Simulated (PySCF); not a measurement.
```yaml
atoms:
  - { symbol: C, position_ang: [-2.7176, -0.4604, -0.0736] }
  - { symbol: C, position_ang: [-1.2370, -0.1953, -0.3086] }
  - { symbol: C, position_ang: [-0.6535, 0.7350, 0.7511] }
  - { symbol: N, position_ang: [0.7490, 1.0001, 0.4692] }
  - { symbol: N, position_ang: [1.5566, -0.1450, 0.7097] }
  - { symbol: Ge, position_ang: [2.8825, -0.4051, -0.4906] }
  - { symbol: H, position_ang: [-2.8734, -0.9186, 0.9012] }
  - { symbol: H, position_ang: [-3.1095, -1.1311, -0.8341] }
  - { symbol: H, position_ang: [-3.2845, 0.4678, -0.1102] }
  - { symbol: H, position_ang: [-1.0860, 0.2630, -1.2868] }
  - { symbol: H, position_ang: [-0.6820, -1.1346, -0.2911] }
  - { symbol: H, position_ang: [-0.7893, 0.2860, 1.7501] }
  - { symbol: H, position_ang: [-1.1780, 1.6938, 0.7303] }
  - { symbol: H, position_ang: [1.0678, 1.7895, 1.0323] }
  - { symbol: H, position_ang: [1.6796, -0.3584, 1.6964] }
  - { symbol: H, position_ang: [3.5404, -1.6913, -0.1083] }
  - { symbol: H, position_ang: [2.2081, -0.4785, -1.8140] }
  - { symbol: H, position_ang: [3.9181, 0.6895, -0.5289] }
```

Geometry: GFN2-xTB.

Theory: CAM-B3LYP/def2-SVPD, SCF density, gas phase in PySCF.

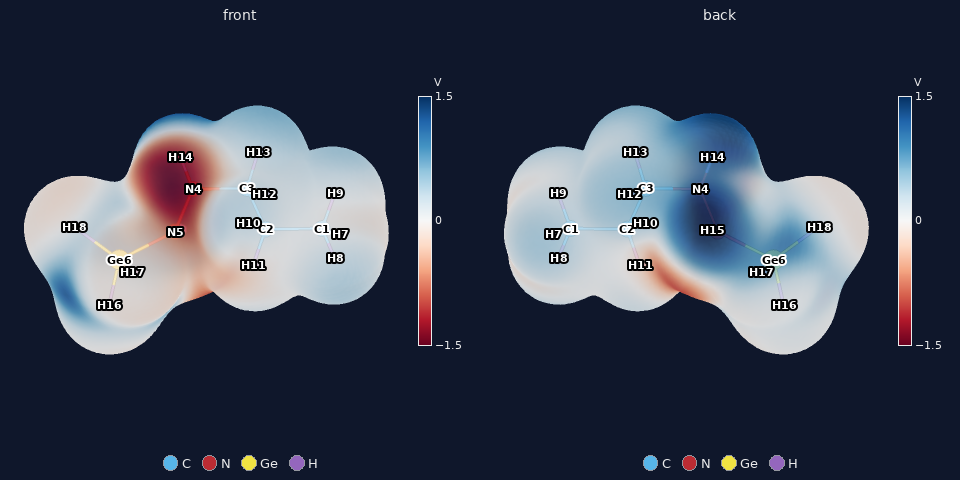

C₃H₁₂GeN₂. The electrostatic potential painted on the density surface at 0.002 e/bohr³, seen from the front and from behind; red is negative and blue positive.

Q: Describe the electrostatic potential map.

A: The most negative region (about −1.4 V) lies over N4, the most positive (about +1.5 V) over H14 and H15. N4 is the likeliest acceptor of a hydrogen bond.

Q: How polar is the molecule by this calculation?

A: Its dipole moment is 1.53 D.
